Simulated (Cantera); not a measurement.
Charge: 1 mol SiHCl₃, 0.0042 mol Cl₂, 89 mol N₂, at 1.00 bar.

Equilibrium computed with Cantera from the NASA thermochemical tables; the gas is ideal and each condensed phase is pure. Candidate condensed phases: NH₄Cl, Si, Si₃N₄; 28 gas species. N₂ is the only nitrogen source here; it is nearly inert below about 1500 K, so the nitride shown seldom forms there in practice. The tables' values for SiCl₃ are old estimates; treat these amounts as uncertain. Kinetics and transport are ignored.

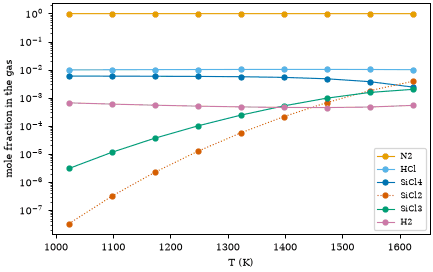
Figure. Equilibrium gas composition (values under 1e-9 drawn at 1e-9)

From 1023 K to 1623 K the condensed part is Si₃N₄(s). The main Si-bearing gas is SiCl₄ at 1023 K and SiCl₂ at 1623 K.
